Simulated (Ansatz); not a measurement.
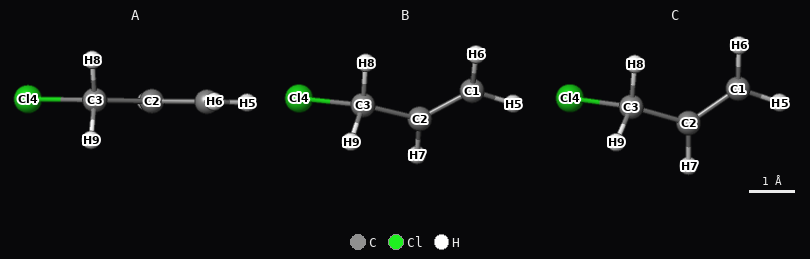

3 geometries from a converged minimum-energy path of C3H5Cl, shuffled. Style: ball-and-stick. Shown at a tilt.

Level of theory: Ansatz 0.2.0, RKS BLYP-D4/def2-SVP. Run with 7 movable images; climbing image; force threshold 0.05 eV/Å; iteration limit 60; starting path through a guess of the saddle point.

Question: Which of them lies highest in energy?

Answer: A. In order along the path, whose images run from 0 to 8: C (image 0, 0.000 eV), B (image 1, +0.017 eV), A (image 4, +0.135 eV). The motion is a rotation about the C2–C3 bond by about 125°. No bond forms or breaks between the ends.

Cost: 2.6 min on 1 thread of Intel(R) Xeon(R) Platinum 8259CL CPU @ 2.50GHz (Skylake/Cascade Lake), with other jobs on the host, peak memory 0.13 GiB.
